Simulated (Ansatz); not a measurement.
# Fields on a plane of C (diamond)

```
C
1.0
    0.00000     1.78014     1.78014
    1.78014     0.00000     1.78014
    1.78014     1.78014     0.00000
C
2
Cartesian
  1.78014   1.78014   1.78014
  2.67021   2.67021   2.67021
```

The slice is a {100} plane (indices of the conventional cell) through the point (0.500, 0.500, 0.500) (fractional), spanned by u = [100] and v = [0 1 -1] in vectors of this cell: u (2.52 Å) and v (2.52 Å, at 90° to u). It covers one period; positions are fractions (u, v).

Atoms on it: C at (0.00, 0.00). Other atoms lie within 1 Å of the plane.

The numbers are results of r2SCAN (plane waves to 500 eV, PAW, scalar-relativistic; Ansatz, an electronic-structure program), not measurements. k mesh 16×16×16. These are valence fields of a PAW run, semicore shells included where kept as valence: close to a nucleus they are smooth pseudo fields. C was relaxed with its symmetry unable to fall. The PAW data are Ansatz's earlier set.

```
|2368997531100010001135799863|
|5679997531100010001135799976|
|8899986421000000000124689998|
|9999875321000000000123578999|
|9998754210000000000012457899|
|7776542100000000000001245677|
|5554321100000000000001123455|
|3332210000000000000000012233|
|1111100000000000000000001111|
|1110000000000000000000000011|
|0000000000000000000000000000|
|0000000000000000000000000000|
|0000000000000000000000000000|
|1110000000000000000000000011|
|0000000000000000000000000000|
|0000000000000000000000000000|
|0000000000000000000000000000|
|1110000000000000000000000011|
|1111100000000000000000001111|
|3332210000000000000000012233|
|5554321100000000000001123455|
|7776542100000000000001245677|
|9998754210000000000012457899|
|9999875321000000000123578999|
|8899986421000000000124689998|
|5679997531100010001135799976|
|2368997531100010001135799863|
|1258997531100010001135799852|
```
Scale: ten equal steps from 0.107 (start of '0') to 0.329 (end of '9'), in the order '0123456789'. Values: density of the lowest conduction band (whole band as if filled, smooth part) in e/Å³. The map has 28 points along u (one character each, u = 0 at the left) and 28 along v (v = 0 in the bottom row). 

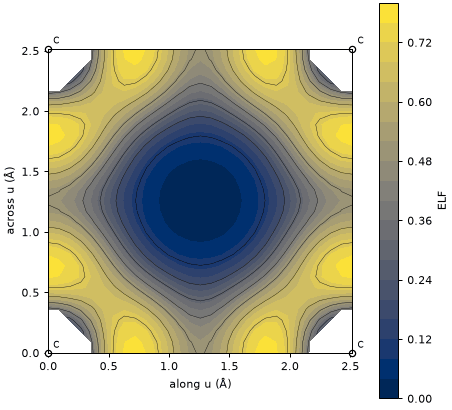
Fig. 1. Electron localisation function (ELF), one period of the plane, atoms marked. Points within 0.3 Å of a nucleus are left white, as the pseudised field means little there.
